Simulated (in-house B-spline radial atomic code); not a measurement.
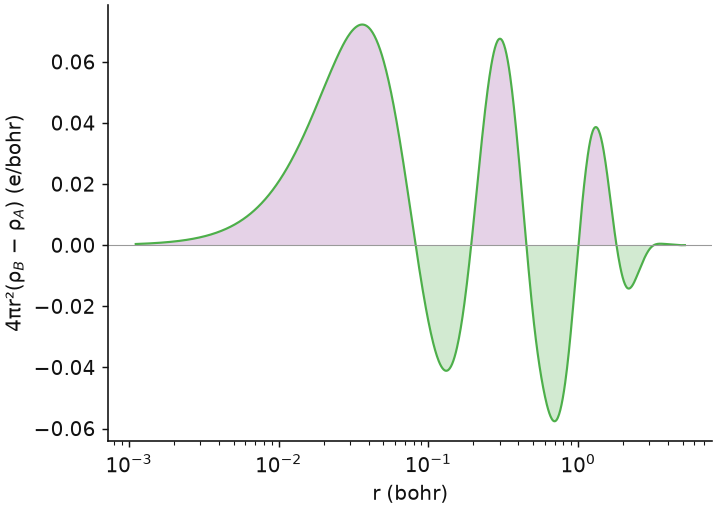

The argon ion Ar²⁺ in [Ne] 3s2 3p4 (high spin) was computed by two methods: LDA (VWN5); PBE. Both runs are non-relativistic, spin-polarised and spherical. Computed with an in-house B-spline radial code.

The plot shows the radial density of run B less that of run A; on the logarithmic r axis, areas aren't charges.

A is LDA (VWN5) and B is PBE.

Question: How do the two densities differ?

Answer: B holds 0.034 electrons more than A where the difference is positive (most at r = 0.036 bohr) and as many fewer where it is negative (most at r = 0.70 bohr), out of 16 electrons.
